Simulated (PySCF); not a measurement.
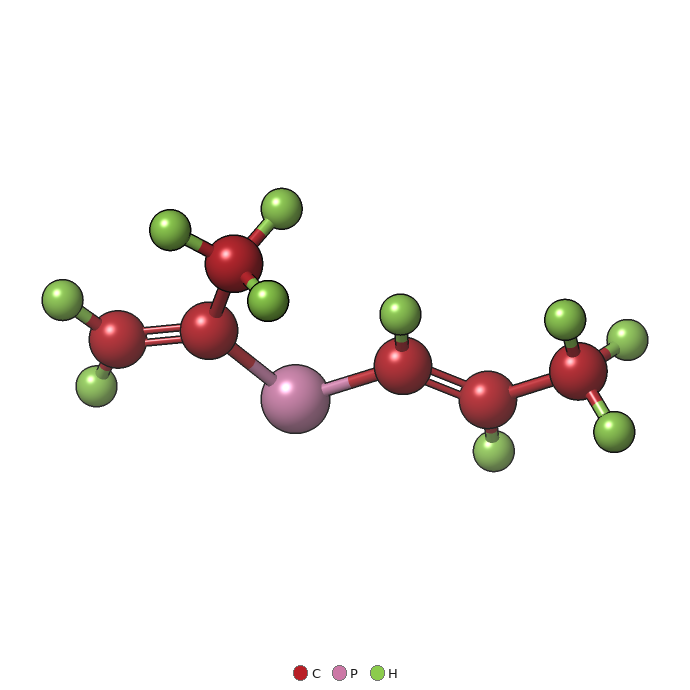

State: charge −1, singlet. The geometry was computed by an optimisation with GFN2-xTB. No frequency run is at hand to confirm it as a minimum.

**Count the atoms of each element.**

C6H10P(-), 17 atoms: 6 carbon, 10 hydrogen and 1 phosphorus.

**How many bonds of each kind are drawn?**

10 C–H, 4 C–C, 2 C–P.

**Does it have rings?**

It has no ring.

**What is its SMILES?**

C=C(C)[P-]/C=C/C

**What is the point group of this geometry?**

Cs.

The parts below concern this one geometry. Atoms keep their numbers from picture to picture.

### Shape

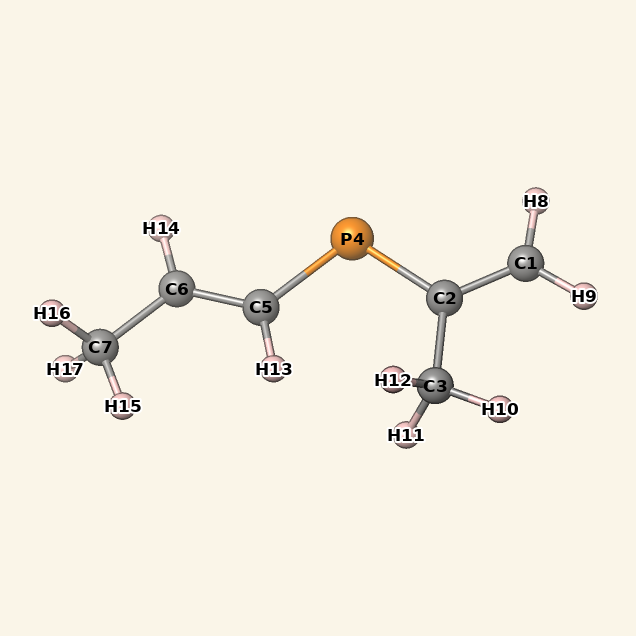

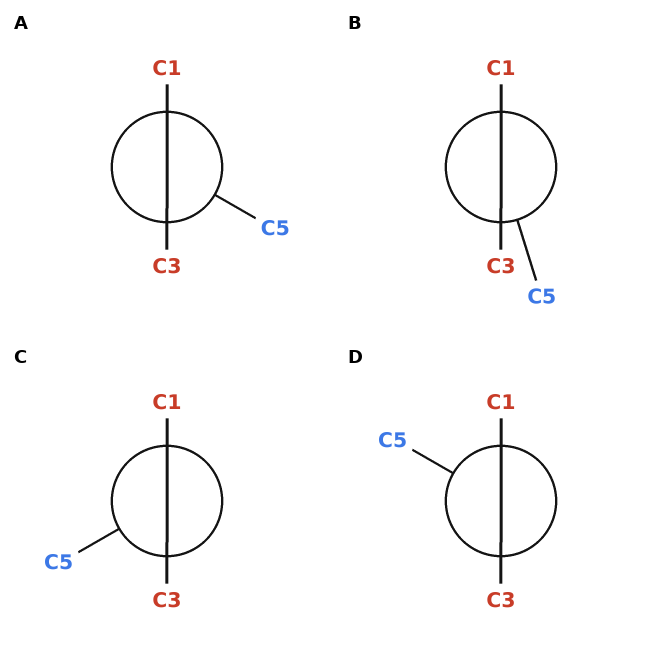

Atoms fade into the background with distance from the viewer. Bonds that would overlap in a projection are set slightly apart. No frequency run is at hand to confirm it as a minimum.

**Which Newman projection shows the view along C2–P4, with C2 in front?**

B. The torsion angle C3–C2–P4–C5 is 0°, synperiplanar (eclipsed).

### NMR shielding

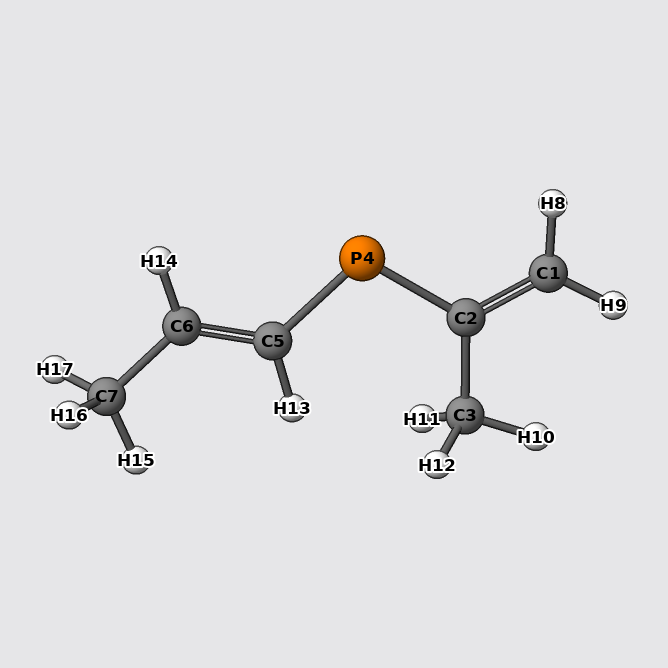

The questions are on isotropic NMR shieldings of the H atoms. No frequency run is at hand to confirm it as a minimum. Properties computed with GIAO PBE0/pcSseg-1 NMR shielding, non-relativistic, gas phase (PySCF 2.14.0).

**Which H atom is the most shielded (lowest chemical shift)?**

H15 (30.25 ppm).

**Which H atom is the least shielded (highest chemical shift)?**

H13 (24.23 ppm).

**How wide is the range of H shifts?**

6.02 ppm.

List the isotropic NMR shieldings of the H atoms.

```tsv
atom	σ (ppm)
H8	27.57
H9	27.74
H10	30.23
H11	29.32
H12	29.32
H13	24.23
H14	27.38
H15	30.25
H16	29.73
H17	29.72
```

### Charges

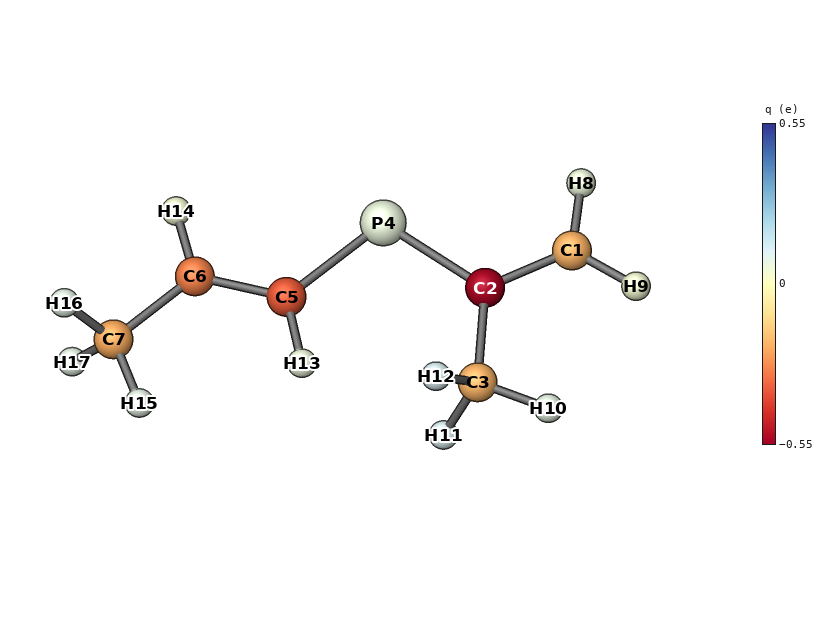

Atoms are coloured by their Mulliken charges. No frequency run is at hand to confirm it as a minimum. Properties computed with PBE0/pcSseg-1, gas phase (PySCF 2.14.0).

**Which atom carries the highest charge (most positive or least negative)?**

H11, H12 (0.11 e).

**And the lowest?**

C2 (−0.53 e).

Give the Mulliken charges atom by atom.

| atom | value (e) |
| --- | --- |
| C1 | −0.20 |
| C2 | −0.53 |
| C3 | −0.19 |
| P4 | 0.06 |
| C5 | −0.35 |
| C6 | −0.29 |
| C7 | −0.22 |
| H8 | 0.06 |
| H9 | 0.04 |
| H10 | 0.08 |
| H11 | 0.11 |
| H12 | 0.11 |
| H13 | 0.06 |
| H14 | 0.04 |
| H15 | 0.08 |
| H16 | 0.08 |
| H17 | 0.08 |

### Bond orders

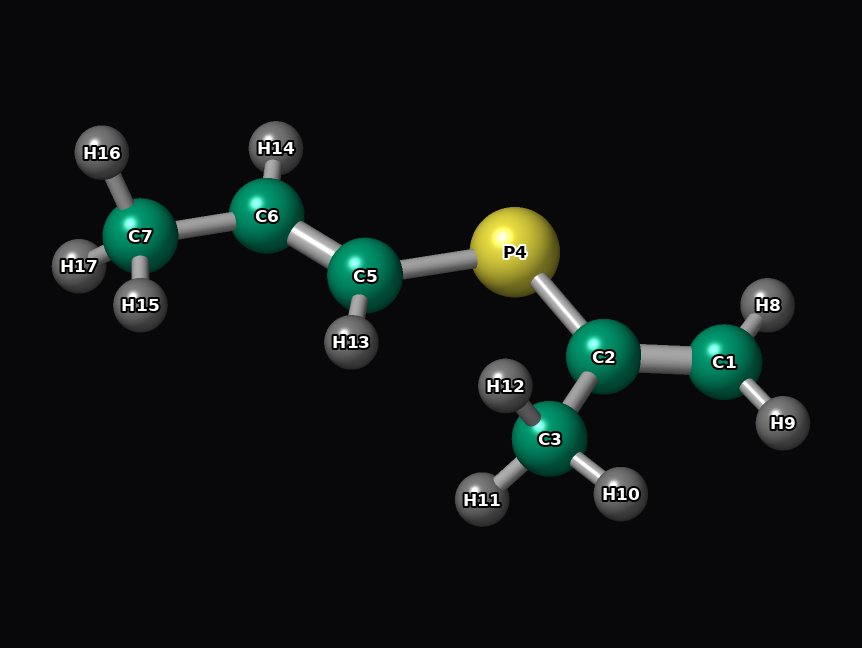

The thickness of each stick grows with its Mayer bond order. No frequency run is at hand to confirm it as a minimum. Method: PBE0/pcSseg-1 (PySCF 2.14.0).

List the Mayer bond orders of C1–C2, C1–H8, C1–H9, C2–C3, C2–P4, C3–H10, C3–H11, P4–C5, C5–C6, C5–H13, C6–C7, C6–H14, C7–H15, C7–H16 (one bond of each equivalent set).

```tsv
bond	Mayer order	length (Å)
C1–C2	1.78	1.345
C1–H8	0.95	1.077
C1–H9	0.95	1.083
C2–C3	1.03	1.506
C2–P4	1.11	1.796
C3–H10	0.97	1.093
C3–H11	0.95	1.091
P4–C5	1.11	1.774
C5–C6	1.73	1.344
C5–H13	0.93	1.085
C6–C7	1.07	1.499
C6–H14	0.96	1.082
C7–H15	0.97	1.090
C7–H16	0.96	1.096
```

Mulliken values depend strongly on the basis set and can even reverse the polarity of a bond. The geometry is semi-empirical. Around P such bond lengths and angles can be off by a tenth of an ångström or more and by several degrees, and values that hang on the shape move with them.
